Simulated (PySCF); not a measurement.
**Single-point calculation, with input and output: GeN2H6**

The run: single-point calculation of GeN2H6, SMILES [NH2][GeH2][NH2]. Method and program: PBE/STO-3G, RKS (PySCF 2.14.0).

The geometry comes from this level: PBE0-D4/def2-TZVP.

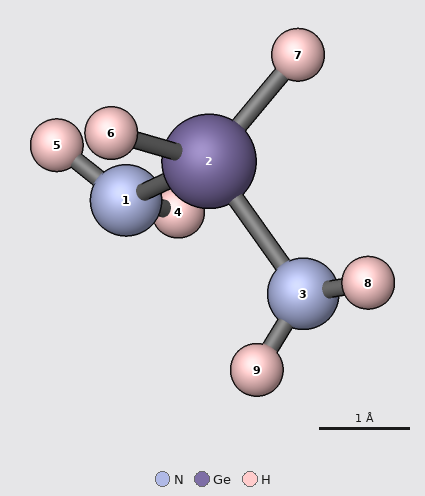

Figure 1. The input geometry (ball-and-stick view, seen at a tilt; atoms are numbered from 1 in the order of the input). Sticks mark near contacts. Bond lengths as drawn: Ge–H 1.55 Å, Ge–N 1.83 Å and H–N 1.01 Å.

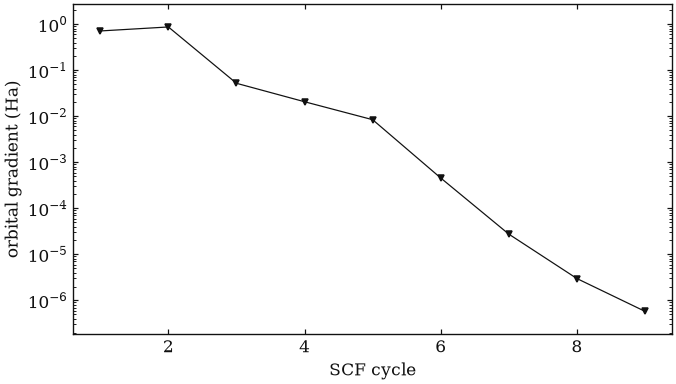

Figure 2. Convergence of the self-consistent field: orbital gradient against the SCF cycle. The residual falls almost steadily, with no more than small rises.

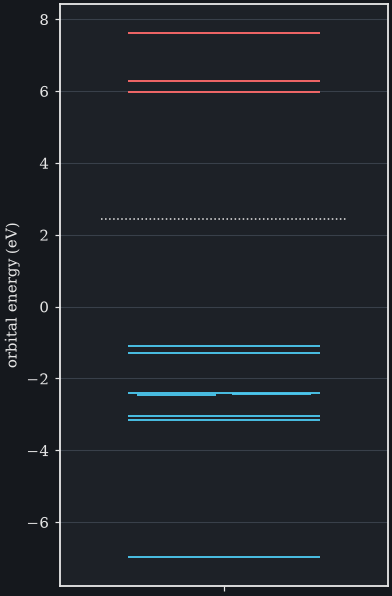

Figure 3. Orbital energies near the frontier; the dotted line parts filled from empty levels, and levels within 0.02 eV of each other stand side by side. Highest filled −1.11 eV, lowest empty 5.97 eV, 7.08 eV apart.

These pictures come from the run below.

### Input (job.py)
```python
from pyscf import gto, dft

mol = gto.M(
    atom='start.xyz',
    max_memory=1860,
    verbose=4,
    basis='sto-3g',
    spin=0,
)

mf = dft.RKS(mol)
mf.xc = 'pbe'
mf.conv_tol = 1e-10
mf.grids.level = 4
mf.kernel()
if not mf.converged:
    mf = mf.newton().run(mf.mo_coeff, mf.mo_occ)

energy = mf.e_tot
print('E(%s) = %.9f' % ('PBE', energy))
```

### File start.xyz
```
9

N     -1.105800     0.639500    -0.846000
Ge     0.520900     0.271500    -0.087500
N      0.178700    -1.162400     1.000600
H     -1.468700    -0.096700    -1.435300
H     -1.162400     1.519600    -1.337900
H      0.949100     1.586100     0.605600
H      1.642800    -0.204000    -1.040000
H      0.995600    -1.630900     1.365300
H     -0.461700    -0.969200     1.758000
```

Launch command:
```bash
OMP_NUM_THREADS=1 python job.py
```

### Output
```
PySCF version 2.14.0

[INPUT] num. atoms = 9
[INPUT] num. electrons = 52
[INPUT] charge = 0
[INPUT] spin (= nelec alpha-beta = 2S) = 0
[INPUT] symmetry False subgroup None
[INPUT] Mole.unit = angstrom
[INPUT] Symbol           X                Y                Z      unit          X                Y                Z       unit  Magmom
[INPUT]  1 N     -1.105800000000   0.639500000000  -0.846000000000 AA   -2.089659148544   1.208479856659  -1.598708301382 Bohr   0.0
[INPUT]  2 Ge     0.520900000000   0.271500000000  -0.087500000000 AA    0.984358338286   0.513060642819  -0.165351035899 Bohr   0.0
[INPUT]  3 N      0.178700000000  -1.162400000000   1.000600000000 AA    0.337694058460  -2.196617647194   1.890859960240 Bohr   0.0
[INPUT]  4 H     -1.468700000000  -0.096700000000  -1.435300000000 AA   -2.775440759149  -0.182736516245  -2.712323906588 Bohr   0.0
[INPUT]  5 H     -1.162400000000   1.519600000000  -1.337900000000 AA   -2.196617647194   2.871627818889  -2.528264582056 Bohr   0.0
[INPUT]  6 H      0.949100000000   1.586100000000   0.605600000000 AA    1.793539064825   2.997294606173   1.144418141037 Bohr   0.0
[INPUT]  7 H      1.642800000000  -0.204000000000  -1.040000000000 AA    3.104442077435  -0.385504129411  -1.965315169548 Bohr   0.0
[INPUT]  8 H      0.995600000000  -1.630900000000   1.365300000000 AA    1.881411329617  -3.081954336553   2.580043077869 Bohr   0.0
[INPUT]  9 H     -0.461700000000  -0.969200000000   1.758000000000 AA   -0.872486551712  -1.831522559928   3.322138526985 Bohr   0.0

nuclear repulsion = 215.107160845999
number of shells = 20
number of NR pGTOs = 102
number of NR cGTOs = 34
basis = sto-3g
ecp = {}

******** <class 'pyscf.dft.rks.RKS'> ********
method = RKS
initial guess = minao
damping factor = 0
level_shift factor = 0
DIIS = <class 'pyscf.scf.diis.CDIIS'>
diis_start_cycle = 1
diis_space = 8
diis_damp = 0
SCF conv_tol = 1e-10
SCF conv_tol_grad = None
SCF max_cycles = 50
direct_scf = True
direct_scf_tol = 1e-13
XC library pyscf.dft.libxc version 7.0.0
    S. Lehtola, C. Steigemann, M. J.T. Oliveira, and M. A.L. Marques.,  SoftwareX 7, 1–5 (2018)
XC functionals = pbe
    J. P. Perdew, K. Burke, and M. Ernzerhof.,  Phys. Rev. Lett. 77, 3865 (1996)
    J. P. Perdew, K. Burke, and M. Ernzerhof.,  Phys. Rev. Lett. 78, 1396 (1997)
    J. P. Perdew, K. Burke, and M. Ernzerhof.,  Phys. Rev. Lett. 77, 3865 (1996)
    J. P. Perdew, K. Burke, and M. Ernzerhof.,  Phys. Rev. Lett. 78, 1396 (1997)
radial grids:
    Treutler-Ahlrichs [JCP 102, 346 (1995); DOI:10.1063/1.469408] (M4) radial grids

becke partition: Becke, JCP 88, 2547 (1988); DOI:10.1063/1.454033
pruning grids: <function nwchem_prune>
grids dens level: 4
symmetrized grids: False
atomic radii adjust function: <function treutler_atomic_radii_adjust>
small_rho_cutoff = 0
Set gradient conv threshold to 1e-05
Initial guess from minao.
tot grids = 180192
init E= -2162.07220304034
  HOMO = -0.439482927078664  LUMO = -0.120620103622399  gap/eV = 8.67670
cycle= 1 E= -2163.99099039145  delta_E= -1.92  |g|= 0.715  |ddm|= 3.48
  HOMO = 0.150955529962179  LUMO = 0.278333052437373  gap/eV = 3.46612
cycle= 2 E= -2163.91232552498  delta_E= 0.0787  |g|= 0.873  |ddm|=  2.5
  HOMO = -0.0470505158980772  LUMO = 0.223071999240053  gap/eV = 7.35041
cycle= 3 E= -2164.16962336594  delta_E= -0.257  |g|= 0.0521  |ddm|= 1.56
  HOMO = -0.0391963490866572  LUMO = 0.218949821863962  gap/eV = 7.02452
cycle= 4 E= -2164.17083685357  delta_E= -0.00121  |g|= 0.0207  |ddm|= 0.165
  HOMO = -0.041081978363675  LUMO = 0.21895469983676  gap/eV = 7.07596
cycle= 5 E= -2164.1709595404  delta_E= -0.000123  |g|= 0.00843  |ddm|= 0.0487
  HOMO = -0.0407639367199046  LUMO = 0.219350742684612  gap/eV = 7.07808
cycle= 6 E= -2164.17098811033  delta_E= -2.86e-05  |g|= 0.000456  |ddm|= 0.0173
  HOMO = -0.0407661694848036  LUMO = 0.219323835539641  gap/eV = 7.07741
cycle= 7 E= -2164.17098822755  delta_E= -1.17e-07  |g|= 2.75e-05  |ddm|= 0.00128
  HOMO = -0.0407668141705119  LUMO = 0.219320661178911  gap/eV = 7.07734
cycle= 8 E= -2164.17098822796  delta_E= -4.07e-10  |g|= 2.98e-06  |ddm|= 8.4e-05
  HOMO = -0.0407672625013683  LUMO = 0.219320996965556  gap/eV = 7.07736
cycle= 9 E= -2164.17098822796  delta_E= -8.19e-12  |g|= 5.77e-07  |ddm|= 1.09e-05
  HOMO = -0.0407673102455361  LUMO = 0.219320969101008  gap/eV = 7.07736
Extra cycle  E= -2164.17098822796  delta_E= 5.46e-12  |g|= 8.22e-07  |ddm|= 2.24e-06
converged SCF energy = -2164.17098822796
E(PBE) = -2164.170988228
```

### Summary

| quantity | value |
| --- | --- |
| outcome | converged |
| total energy | −2164.170988 hartree |
| basis functions | 34 |
| HOMO | −1.11 eV |
| LUMO | 5.97 eV |
| dipole moment | 1.02 D |
| hardware | 1 thread of Arm Neoverse V1, 24 GiB of memory available, shared host |
| wall time | 5.7 s |
| peak memory | 0.26 GiB |
